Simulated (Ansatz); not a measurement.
**CH₅AlGeO: one species, many methods**

Aim: compute CH₅AlGeO with functionals from several rungs and with coupled cluster. The yardstick is the atomisation energy at the CCSD(T) limit.

Computed with Ansatz 0.2.0, Gaussian basis. Level: functionals in def2-TZVPP, the program's frozen cores in correlated methods.

Plan: PBE-D4, r2SCAN-D4, PBE0-D4, B3LYP-D4, ωB97X-V, ωB97M-V, B2PLYP; CCSD(T)/def2-TZVPP; MP2/def2-QZVPP; extrapolation to the limit.

## 1. The relaxed structure

The geometry comes from an earlier relaxation with PBE0-D4 in a triple-zeta def2 set; it is a stationary point, not always the lowest conformer.

SMILES `[CH2]1[O][AlH][GeH2]1`, 9 atoms, charge 0, spin multiplicity 1.

Atoms are counted from 1 here; the program's logs count them from 0.

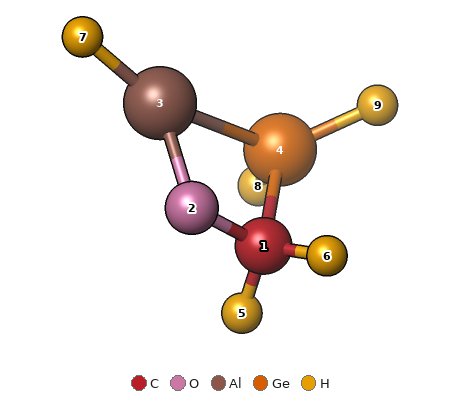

The geometry (carbon red, oxygen pink, aluminium brown, germanium orange, hydrogen amber); atoms are numbered from 1 in the order of the file.

## 2. PBE-D4 (GGA)

in.yaml

```yaml
crystal:
  periodic: [false, false, false]
  atoms:
    - {symbol: C, position_ang: [-0.468849, 0.852776, -0.521129]}
    - {symbol: O, position_ang: [0.882925, 0.766311, -0.981298]}
    - {symbol: Al, position_ang: [1.609047, -0.566320, -0.168057]}
    - {symbol: Ge, position_ang: [-0.628284, -0.671238, 0.798142]}
    - {symbol: H, position_ang: [-1.160868, 0.742466, -1.360706]}
    - {symbol: H, position_ang: [-0.645363, 1.823527, -0.049512]}
    - {symbol: H, position_ang: [3.107095, -1.030580, -0.374088]}
    - {symbol: H, position_ang: [-1.664952, -1.739513, 0.400735]}
    - {symbol: H, position_ang: [-0.942152, -0.223929, 2.238712]}
basis:
  gaussian: {orbitals: def2-TZVPP}
hamiltonian: {xc: pbe, dispersion: d4}
output: {forces: true, orbitals: {seedname: orbitals}}
```

Command:

```bash
$ ansatz run in.yaml --threads 4 --pin off --events-out ev --progress --plain --max-ram 10444MiB
```

Log (excerpt; [...] marks lines left out):

```text
Functional definition: PBE
  name "PBE"
  cite "Perdew, Burke & Ernzerhof, Phys. Rev. Lett. 77, 3865 (1996) doi:10.1103/PhysRevLett.77.3865"
  parent pbe
[...]
1253 factors; their error is unknown
[...]
mean field -66266.39691601 eV, -2435.2451696863 hartree, gradient 3.4e-5 eV, S^2 0.000000; 0 other end points of the search recorded, 0 dependent functions left out
[...]
reference -66266.39696325 eV, -2435.2451714223 hartree; 32, 32 occupied and 190, 190 virtual orbitals, 1253 factors
Total energy: -66266.58518763 eV, -2435.2520885407 hartree
Atom 0 at    -0.468849     0.852776    -0.521129 Å, force    -0.218667     0.045290     0.048406 eV/Å
Atom 1 at     0.882925     0.766311    -0.981298 Å, force     0.278358     0.337526    -0.387742 eV/Å
Atom 2 at     1.609047    -0.566320    -0.168057 Å, force     0.159178    -0.330111     0.209764 eV/Å
Atom 3 at    -0.628284    -0.671238     0.798142 Å, force     0.026763    -0.125539     0.093020 eV/Å
Atom 4 at    -1.160868     0.742466    -1.360706 Å, force    -0.156831    -0.029682    -0.167927 eV/Å
Atom 5 at    -0.645363     1.823527    -0.049512 Å, force    -0.047925     0.198873     0.109105 eV/Å
Atom 6 at     3.107095    -1.030580    -0.374088 Å, force     0.131394    -0.024389    -0.031637 eV/Å
Atom 7 at    -1.664952    -1.739513     0.400735 Å, force    -0.124456    -0.116291    -0.033914 eV/Å
Atom 8 at    -0.942152    -0.223929     2.238712 Å, force    -0.047816     0.044323     0.160925 eV/Å
Dipole moment:    -0.018409    -0.125073     0.110295 e Å
```

Wall time 2.3 s (4 threads of Arm Neoverse V1, shared host); peak memory 0.28 GiB.

Atomisation energy: 2937.8 kJ/mol (free atoms -66236.137 eV, run apart). HOMO -5.99 eV, LUMO -2.20 eV.

## 3. r2SCAN-D4 (meta-GGA)

in.yaml, as its differences from that of step 2:

```diff
@@ -14,3 +14,3 @@
   gaussian: {orbitals: def2-TZVPP}
-hamiltonian: {xc: pbe, dispersion: d4}
+hamiltonian: {xc: r2scan, dispersion: d4}
 output: {forces: true, orbitals: {seedname: orbitals}}
```

Launched as before.

Log (excerpt; [...] marks lines left out):

```text
Functional definition: r2SCAN
  name "r2SCAN"
  cite "Furness, Kaplan, Ning, Perdew & Sun, J. Phys. Chem. Lett. 11, 8208 (2020) doi:10.1021/acs.jpclett.0c02405"
  cite "Furness, Kaplan, Ning, Perdew & Sun, J. Phys. Chem. Lett. 11, 9248 (2020) doi:10.1021/acs.jpclett.0c03077"
  parent r2scan
[...]
1253 factors; their error is unknown
[...]
mean field -66279.77005275 eV, -2435.7366233969 hartree, gradient 2.0e-5 eV, S^2 0.000000; 0 other end points of the search recorded, 0 dependent functions left out
[...]
reference -66279.77006654 eV, -2435.7366239037 hartree; 32, 32 occupied and 190, 190 virtual orbitals, 1253 factors
Total energy: -66279.81289652 eV, -2435.7381978765 hartree
Atom 0 at    -0.468849     0.852776    -0.521129 Å, force    -0.315665     0.065391     0.069975 eV/Å
Atom 1 at     0.882925     0.766311    -0.981298 Å, force     0.295173     0.042039    -0.150736 eV/Å
Atom 2 at     1.609047    -0.566320    -0.168057 Å, force     0.014551    -0.052595     0.037854 eV/Å
Atom 3 at    -0.628284    -0.671238     0.798142 Å, force     0.004682    -0.109417     0.088425 eV/Å
Atom 4 at    -1.160868     0.742466    -1.360706 Å, force     0.008812    -0.000492    -0.004981 eV/Å
Atom 5 at    -0.645363     1.823527    -0.049512 Å, force     0.009637     0.001407    -0.002856 eV/Å
Atom 6 at     3.107095    -1.030580    -0.374088 Å, force    -0.020389     0.015273    -0.004685 eV/Å
Atom 7 at    -1.664952    -1.739513     0.400735 Å, force     0.016023     0.049487     0.020202 eV/Å
Atom 8 at    -0.942152    -0.223929     2.238712 Å, force    -0.012825    -0.011093    -0.053198 eV/Å
Dipole moment:    -0.008870    -0.134558     0.114360 e Å
```

It took 4.4 s on 4 threads of Arm Neoverse V1, shared host; peak memory 0.31 GiB.

Atomisation energy: 2922.4 kJ/mol (free atoms -66249.525 eV, run apart). HOMO -6.20 eV, LUMO -1.98 eV.

## 4. PBE0-D4 (hybrid)

in.yaml, as its differences from that of step 3:

```diff
@@ -14,3 +14,3 @@
   gaussian: {orbitals: def2-TZVPP}
-hamiltonian: {xc: r2scan, dispersion: d4}
-output: {forces: true, orbitals: {seedname: orbitals}}
+hamiltonian: {xc: pbe0, dispersion: d4}
+output: {orbitals: {seedname: orbitals}}
```

Launched as before.

Log:

```text
Functional definition: PBE0
  name "PBE0"
  cite "Adamo & Barone, J. Chem. Phys. 110, 6158 (1999) doi:10.1063/1.478522"
  cite "Perdew, Burke & Ernzerhof, Phys. Rev. Lett. 77, 3865 (1996) doi:10.1103/PhysRevLett.77.3865"
  parent pbe
  parameter a = 0.25
  parameter kappa = 0.804
  parameter beta = 0.06672455060314922
  exchange = (1 - a)*pbe_x(kappa = kappa, mu = beta*pi^2/3) + a*exact_x
  correlation = pbe_c(beta = beta)
1327 factors; their error is unknown
mean field evaluation 1: about -66261.1046 eV, gradient 6.0e1 eV
mean field evaluation 2: about -66214.3648 eV, gradient 1.5e2 eV
mean field evaluation 4: about -66268.0571 eV, gradient 1.3e1 eV
mean field evaluation 8: about -66268.3437 eV, gradient 1.5e-1 eV
mean field evaluation 16: about -66268.6225 eV, gradient 7.2e-5 eV
mean field -66268.62253600 eV, -2435.3269597124 hartree, gradient 7.2e-5 eV, S^2 0.000000; 0 other end points of the search recorded, 0 dependent functions left out
reference -66268.62257110 eV, -2435.3269610023 hartree; 32, 32 occupied and 190, 190 virtual orbitals, 1327 factors
Total energy: -66268.78138639 eV, -2435.3327973566 hartree
```

It took 2.8 s on 4 threads of Arm Neoverse V1, shared host; peak memory 0.56 GiB.

With the free atoms at this level, -66238.863 eV in sum, the atomisation energy is 2886.7 kJ/mol. HOMO -7.02 eV, LUMO -1.46 eV.

## 5. B3LYP-D4 (hybrid)

B3LYP here takes the VWN-RPA correlation.

in.yaml, as its differences from that of step 4:

```diff
@@ -14,3 +14,3 @@
   gaussian: {orbitals: def2-TZVPP}
-hamiltonian: {xc: pbe0, dispersion: d4}
-output: {orbitals: {seedname: orbitals}}
+hamiltonian: {xc: {name: B3LYP}, dispersion: d4}
+output: {forces: true, orbitals: {seedname: orbitals}}
```

Launched as before.

Log (excerpt; [...] marks lines left out):

```text
Functional definition: B3LYP
  name "B3LYP"
  cite "Stephens, Devlin, Chabalowski & Frisch, J. Phys. Chem. 98, 11623 (1994) doi:10.1021/j100096a001"
  cite "Becke, Phys. Rev. A 38, 3098 (1988) doi:10.1103/PhysRevA.38.3098"
  cite "Lee, Yang & Parr, Phys. Rev. B 37, 785 (1988) doi:10.1103/PhysRevB.37.785"
  cite "Vosko, Wilk & Nusair, Can. J. Phys. 58, 1200 (1980) doi:10.1139/p80-159"
[...]
1308 factors; their error is unknown
[...]
mean field -66284.40346486 eV, -2435.9068981513 hartree, gradient 2.5e-5 eV, S^2 0.000000; 0 other end points of the search recorded, 0 dependent functions left out
[...]
reference -66284.40375287 eV, -2435.9069087354 hartree; 32, 32 occupied and 190, 190 virtual orbitals, 1308 factors
Total energy: -66284.71126220 eV, -2435.9182094949 hartree
Atom 0 at    -0.468849     0.852776    -0.521129 Å, force    -0.393638     0.269428    -0.067592 eV/Å
Atom 1 at     0.882925     0.766311    -0.981298 Å, force     0.251243     0.003086    -0.101356 eV/Å
Atom 2 at     1.609047    -0.566320    -0.168057 Å, force     0.258046    -0.102280    -0.016907 eV/Å
Atom 3 at    -0.628284    -0.671238     0.798142 Å, force    -0.033746    -0.164285     0.148778 eV/Å
Atom 4 at    -1.160868     0.742466    -1.360706 Å, force     0.042744     0.019171     0.052229 eV/Å
Atom 5 at    -0.645363     1.823527    -0.049512 Å, force     0.006376    -0.056926    -0.040246 eV/Å
Atom 6 at     3.107095    -1.030580    -0.374088 Å, force    -0.087744     0.027569     0.011649 eV/Å
Atom 7 at    -1.664952    -1.739513     0.400735 Å, force    -0.024193    -0.003193     0.000244 eV/Å
Atom 8 at    -0.942152    -0.223929     2.238712 Å, force    -0.019087     0.007430     0.013201 eV/Å
Dipole moment:    -0.011436    -0.160818     0.137017 e Å
```

Wall time 4.1 s (4 threads of Arm Neoverse V1, shared host); peak memory 0.61 GiB.

With the free atoms at this level, -66254.808 eV in sum, the atomisation energy is 2885.3 kJ/mol. HOMO -6.84 eV, LUMO -1.64 eV.

## 6. ωB97X-V (range-separated)

in.yaml, as its differences from that of step 5:

```diff
@@ -14,3 +14,3 @@
   gaussian: {orbitals: def2-TZVPP}
-hamiltonian: {xc: {name: B3LYP}, dispersion: d4}
-output: {forces: true, orbitals: {seedname: orbitals}}
+hamiltonian: {xc: {name: wB97X-V}}
+output: {orbitals: {seedname: orbitals}}
```

Launched as before.

Log (excerpt; [...] marks lines left out):

```text
Functional definition: wB97X-V
  name "wB97X-V"
  cite "Mardirossian & Head-Gordon, Phys. Chem. Chem. Phys. 16, 9904 (2014) doi:10.1039/C3CP54374A"
  cite "Becke, J. Chem. Phys. 107, 8554 (1997) doi:10.1063/1.475007"
  cite "Vydrov & Van Voorhis, J. Chem. Phys. 133, 244103 (2010) doi:10.1063/1.3521275"
[...]
      + integral(e_c_pw_opposite_spin*poly(b97_u_opposite, cos0, cos1)) + vv10(b, c)
1303 factors; their error is unknown
294 factors; integrals over basis functions are off by at most 9.9e-6 eV
[...]
mean field -66275.13708401 eV, -2435.5663649361 hartree, gradient 3.0e-5 eV, S^2 0.000000; 0 other end points of the search recorded, 0 dependent functions left out
reference -66275.13708181 eV, -2435.5663648551 hartree; 32, 32 occupied and 190, 190 virtual orbitals, 1303 factors
Total energy: -66275.13708181 eV, -2435.5663648551 hartree
```

Wall time 7.5 s (4 threads of Arm Neoverse V1, shared host); peak memory 0.69 GiB.

Atomisation energy: 2923.0 kJ/mol (free atoms -66244.843 eV, run apart). HOMO -9.20 eV, LUMO 0.45 eV.

## 7. ωB97M-V (range-separated)

in.yaml, as its differences from that of step 6:

```diff
@@ -14,3 +14,3 @@
   gaussian: {orbitals: def2-TZVPP}
-hamiltonian: {xc: {name: wB97X-V}}
-output: {orbitals: {seedname: orbitals}}
+hamiltonian: {xc: {name: wB97M-V}}
+output: {forces: true, orbitals: {seedname: orbitals}}
```

Launched as before.

Log (excerpt; [...] marks lines left out):

```text
Functional definition: wB97M-V
  name "wB97M-V"
  cite "Mardirossian & Head-Gordon, J. Chem. Phys. 144, 214110 (2016) doi:10.1063/1.4952647"
  cite "Becke, J. Chem. Phys. 107, 8554 (1997) doi:10.1063/1.475007"
  cite "Vydrov & Van Voorhis, J. Chem. Phys. 133, 244103 (2010) doi:10.1063/1.3521275"
  # Of w^i u^j: cxij and so on, Table III.
[...]
  gx(w, u) = 1 - cx + cx01*u + cx10*w
  gss(w, u) = css00 + css04*u^4 + css10*w + css20*w^2 + css43*w^4*u^3
  gos(w, u) = cos00 + cos10*w + (cos20 + cos21*u)*w^2 + (cos60 + cos61*u)*w^6
[...]
      + integral(e_c_pw_mod_opposite_spin*gos(b97_w_opposite, b97_u_opposite)) + vv10(b, c)
1284 factors; their error is unknown
294 factors; integrals over basis functions are off by at most 9.9e-6 eV
[...]
Total energy: -66277.47356437 eV, -2435.6522290054 hartree
Atom 0 at    -0.468849     0.852776    -0.521129 Å, force    -0.401633     0.053438     0.113636 eV/Å
Atom 1 at     0.882925     0.766311    -0.981298 Å, force     0.245731    -0.036735    -0.066360 eV/Å
Atom 2 at     1.609047    -0.566320    -0.168057 Å, force     0.124297    -0.048188    -0.008895 eV/Å
Atom 3 at    -0.628284    -0.671238     0.798142 Å, force     0.038693    -0.024436     0.005000 eV/Å
Atom 4 at    -1.160868     0.742466    -1.360706 Å, force     0.071385     0.028061     0.073136 eV/Å
Atom 5 at    -0.645363     1.823527    -0.049512 Å, force     0.018086    -0.083540    -0.062402 eV/Å
Atom 6 at     3.107095    -1.030580    -0.374088 Å, force    -0.186713     0.041470     0.039081 eV/Å
Atom 7 at    -1.664952    -1.739513     0.400735 Å, force     0.073403     0.094397     0.025439 eV/Å
Atom 8 at    -0.942152    -0.223929     2.238712 Å, force     0.016751    -0.024468    -0.118636 eV/Å
Dipole moment:    -0.001239    -0.175341     0.144979 e Å
```

It took 11 s on 4 threads of Arm Neoverse V1, shared host; peak memory 0.79 GiB.

With the free atoms at this level, -66247.410 eV in sum, the atomisation energy is 2900.7 kJ/mol. HOMO -9.01 eV, LUMO 0.20 eV.

## 8. B2PLYP (double hybrid)

in.yaml, as its differences from that of step 7:

```diff
@@ -14,3 +14,2 @@
   gaussian: {orbitals: def2-TZVPP}
-hamiltonian: {xc: {name: wB97M-V}}
-output: {forces: true, orbitals: {seedname: orbitals}}
+hamiltonian: {xc: {name: B2PLYP}}
```

Launched as before.

Log (excerpt; [...] marks lines left out):

```text
Functional definition: B2PLYP
  name "B2PLYP"
  cite "Grimme, J. Chem. Phys. 124, 034108 (2006) doi:10.1063/1.2148954"
  cite "Becke, Phys. Rev. A 38, 3098 (1988) doi:10.1103/PhysRevA.38.3098"
  cite "Lee, Yang & Parr, Phys. Rev. B 37, 785 (1988) doi:10.1103/PhysRevB.37.785"
[...]
1347 factors; integrals over basis functions are off by at most 1.2e-3 eV
[...]
mean field -66260.18345603 eV, -2435.0168292435 hartree, gradient 4.8e-6 eV, S^2 0.000000; 0 other end points of the search recorded, 0 dependent functions left out
16 core orbitals not correlated: weight in the atoms' cores, before any rotation towards them, 1.000 or more for the frozen orbitals, at most 0.000 for the correlated occupied ones
reference -66260.18363776 eV, -2435.0168359223 hartree; 16, 16 occupied and 190, 190 virtual orbitals, 1347 factors
second order -24.63515361 eV of doubles, -0.00000000 eV of singles
Total energy: -66266.83512924 eV, -2435.2612737254 hartree
```

Wall time 4.7 s (4 threads of Arm Neoverse V1, shared host); peak memory 0.56 GiB.

Atomisation energy: 2863.5 kJ/mol (free atoms -66237.157 eV, run apart).

## 9. Orbital energies across the functionals

Dipoles come from the runs that computed forces. Levels are read from the orbital files that the runs wrote:

```tsv
functional	HOMO (eV)	LUMO (eV)	gap (eV)	dipole (D)
PBE-D4	-5.99	-2.20	3.79	0.81
r2SCAN-D4	-6.20	-1.98	4.22	0.85
PBE0-D4	-7.02	-1.46	5.56	
B3LYP-D4	-6.84	-1.64	5.19	1.02
ωB97X-V	-9.20	0.45	9.65	
ωB97M-V	-9.01	0.20	9.21	1.09
```

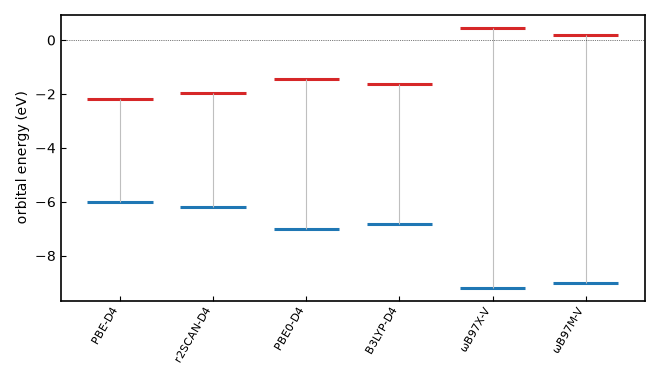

Highest occupied (blue) and lowest empty (red) level by functional.

## 10. CCSD(T) in def2-TZVPP

in.yaml, as its differences from that of step 8:

```diff
@@ -14,2 +14,2 @@
   gaussian: {orbitals: def2-TZVPP}
-hamiltonian: {xc: {name: B2PLYP}}
+correlation: {method: ccsd_t}
```

Launched as before.

Log (excerpt; [...] marks lines left out):

```text
Functional definition: HF
  name "HF"
  cite "Fock, Z. Phys. 61, 126 (1930) doi:10.1007/BF01340294"
  parent pbe
[...]
1347 factors; integrals over basis functions are off by at most 1.2e-3 eV
[...]
mean field -66204.88881899 eV, -2432.9847888125 hartree, gradient 1.6e-6 eV, S^2 0.000000; 0 other end points of the search recorded, 0 dependent functions left out
16 core orbitals not correlated: weight in the atoms' cores, before any rotation towards them, 1.000 or more for the frozen orbitals, at most 0.000 for the correlated occupied ones
reference -66204.88881899 eV, -2432.9847888125 hartree; 16, 16 occupied and 190, 190 virtual orbitals, 1347 factors
second order -20.15092167 eV of doubles, -0.00000000 eV of singles
cycle   1  -20.13874165 eV  change    1.2e-2 eV  update   1.2e-1
[...]
cycle  10  -20.88781971 eV  change    4.4e-8 eV  update   2.0e-5
perturbative correction -0.83764117 eV, -0.0307827451 hartree
Total energy: -66226.61427987 eV, -2433.7831847736 hartree
```

It took 90 s on 4 threads of Arm Neoverse V1, shared host; peak memory 3.4 GiB.

## 11. MP2 in def2-QZVPP

in.yaml, as its differences from that of step 10:

```diff
@@ -13,3 +13,3 @@
 basis:
-  gaussian: {orbitals: def2-TZVPP}
-correlation: {method: ccsd_t}
+  gaussian: {orbitals: "def2-QZVPP.json"}
+correlation: {method: mp2}
```

Same command.

Log:

```text
Functional definition: HF
  name "HF"
  cite "Fock, Z. Phys. 61, 126 (1930) doi:10.1007/BF01340294"
  parent pbe
  exchange = exact_x
  correlation = 0
2584 factors; integrals over basis functions are off by at most 7.4e-4 eV
mean field evaluation 1: about -66202.0037 eV, gradient 4.2e1 eV
mean field evaluation 2: about -66202.1040 eV, gradient 4.2e1 eV
mean field evaluation 4: about -66206.2888 eV, gradient 4.2e0 eV
mean field evaluation 8: about -66206.3671 eV, gradient 3.2e-1 eV
mean field -66206.36758806 eV, -2433.0391325734 hartree, gradient 3.7e-6 eV, S^2 0.000000; 0 other end points of the search recorded, 0 dependent functions left out
16 core orbitals not correlated: weight in the atoms' cores, before any rotation towards them, 1.000 or more for the frozen orbitals, at most 0.000 for the correlated occupied ones
reference -66206.36758806 eV, -2433.0391325734 hartree; 16, 16 occupied and 391, 391 virtual orbitals, 2584 factors
second order -28.30227316 eV of doubles, -0.00000000 eV of singles
Total energy: -66234.66986122 eV, -2434.0792219282 hartree
```

Wall time 18 s (4 threads of Arm Neoverse V1, shared host); peak memory 2.3 GiB.

The pieces so far (eV):

```tsv
basis	HF	MP2 correlation	CCSD correlation	(T)	total
def2-TZVPP	-66204.8888	-20.1509	-20.8878	-0.8376	-66226.6143
def2-QZVPP	-66206.3676	-28.3023			-66234.6699 (MP2)
```

The report of the def2-TZVPP run gives T1 = 0.0143.

## 12. The basis-set limit

No new run: Hartree-Fock is extrapolated as exp(−7.88√X) and correlation as X^−2.97, with X = 3 and 4; only MP2 was run in the larger set, so CCSD(T) minus MP2 is added from the smaller one.

```tsv
level	energy at the limit (eV)
HF	-66206.5713
MP2	-66240.9116
CCSD	-66241.6485
CCSD(T)	-66242.4861
```

This is no true limit for total energies: MP2 correlation changes by a factor of 1.40 from triple to quadruple zeta (about 1.07 in light molecules), because outer-core shells are correlated in sets not made for them. Much of that cancels between molecule and atoms or ions.

## 13. All levels against the reference

Free atoms (1 C, 1 O, 1 Al, 1 Ge, 5 H) were run apart at each level; the atomisation energy is their sum less the molecule, without zero-point or spin-orbit terms.

Differences are taken before rounding.

```tsv
method	rung	atomisation energy (kJ/mol)	from CCSD(T)/CBS (kJ/mol)	time
PBE-D4	GGA	2937.8	+19.0	2.3 s
r2SCAN-D4	meta-GGA	2922.4	+3.5	4.4 s
PBE0-D4	hybrid	2886.7	-32.1	2.8 s
B3LYP-D4	hybrid	2885.3	-33.6	4.1 s
ωB97X-V	range-separated	2923.0	+4.2	7.5 s
ωB97M-V	range-separated	2900.7	-18.2	11 s
B2PLYP	double hybrid	2863.5	-55.4	4.7 s
HF/def2-TZVPP	wavefunction	2053.8	-865.0	
MP2/def2-TZVPP	wavefunction	2880.9	-38.0	
CCSD/def2-TZVPP	wavefunction	2797.4	-121.4	
CCSD(T)/def2-TZVPP	wavefunction	2845.8	-73.0	90 s
MP2/CBS	wavefunction	2953.9	+35.1	
CCSD(T)/CBS	wavefunction	2918.8	0	1.8 min
```

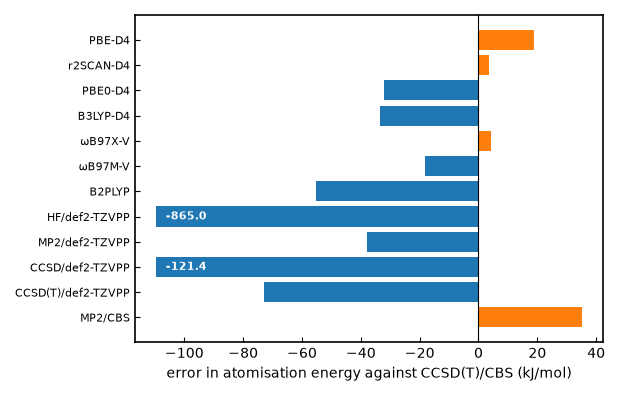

Deviations from CCSD(T)/CBS, method by method. Bars with a number in them are cut short.

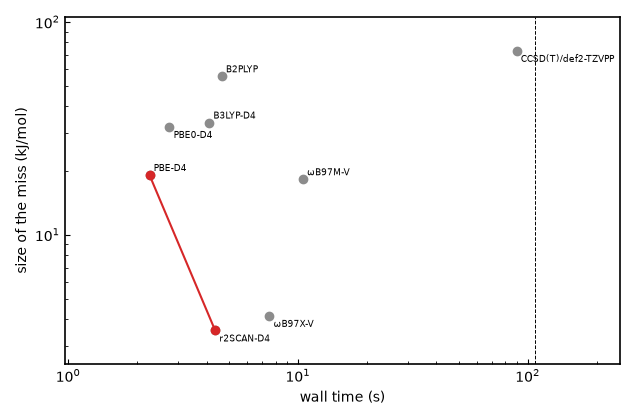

Miss against cost. Red marks the levels that no quicker level drawn beats (of those quicker than the yardstick), and the dashed line is the time of CCSD(T)/CBS. Times are from a shared host.

B2PLYP carry no dispersion term (for B3LYP, D4 adds 29.7 kJ/mol).

Times are those of the molecule's run; HF, MP2 and CCSD come out of the CCSD(T) runs, and the limit's time is the sum of the runs that it needs.

## 14. What came out

| quantity | value |
| --- | --- |
| atomisation energy, CCSD(T)/CBS | 2918.8 kJ/mol |
| functionals within 29.2 kJ/mol (1.0 %) | PBE-D4, r2SCAN-D4, ωB97X-V, ωB97M-V |
| farthest | B2PLYP (-55.4 kJ/mol) |
| mean size of error, hybrid | 32.8 kJ/mol |
| mean size of error, range-separated | 11.2 kJ/mol |
| gap, smallest and largest | 3.79 eV (PBE-D4), 9.65 eV (ωB97X-V) |
| T1 diagnostic | 0.0143 |
| triples share of the correlation energy | 3.9 % |

PBE-D4 is off by +19.0 kJ/mol. Double hybrids carry the basis error of their MP2 part in triple zeta, and no dispersion term here, so their miss is partly the set-up's. Misses under about 29.2 kJ/mol are within the doubt on the reference itself, which lacks core-valence correlation, relativity and higher excitations, and its outer-core shells are covered unevenly. Hartree-Fock recovers 70 % of the binding; the rest is correlation. Orbital gaps span 3.8 to 9.6 eV; exact exchange widens them. Correlated methods include outer-core shells of Ge, which these sets cover unevenly.

For cost: r2SCAN-D4 gets within 3.5 kJ/mol in 4.4 s, where CCSD(T)/CBS took 1.8 min; the quickest level in the cost chart, PBE-D4, takes 2.3 s and misses by 19.0 kJ/mol.
